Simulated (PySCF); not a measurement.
CH$_{5}$N, SMILES `CN`.

Method: r2SCAN/aug-cc-pVDZ; geometry: GFN2-xTB; program: PySCF. No frequency check shows the geometry to be a minimum.

Cartesian coordinates (Å):

```
C1       0.7030    0.0000   -0.0159
N2      -0.7431   -0.0001    0.1206
H3       1.0986   -0.8841    0.4833
H4       1.0989    0.8832    0.4840
H5       1.0620    0.0005   -1.0554
H6      -1.1379   -0.8184   -0.3310
H7      -1.1376    0.8190   -0.3303
```

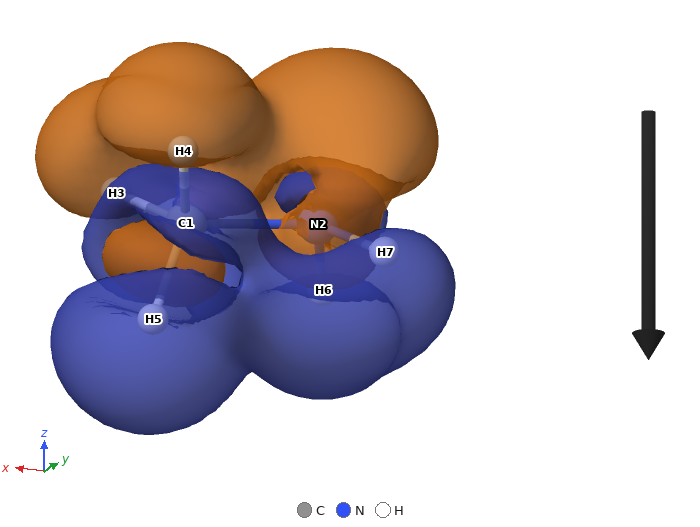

Change of the electron density in a uniform field of 0.51 V/Å along −z (arrow), surfaces at ±0.002 e/Å³ (orange: gain, blue: loss).

Q: How large is the response?

A: The induced dipole is 0.64 D (along the field); α along this axis, from the fields in both directions, is 25 bohr³ (3.8 Å³).

Q: Which atoms gain and lose the most charge?

A: Electrons gather most on N2 (Hirshfeld charge changes by −0.013 e) and leave H5 most (+0.020 e); 0.072 electrons are displaced in all.
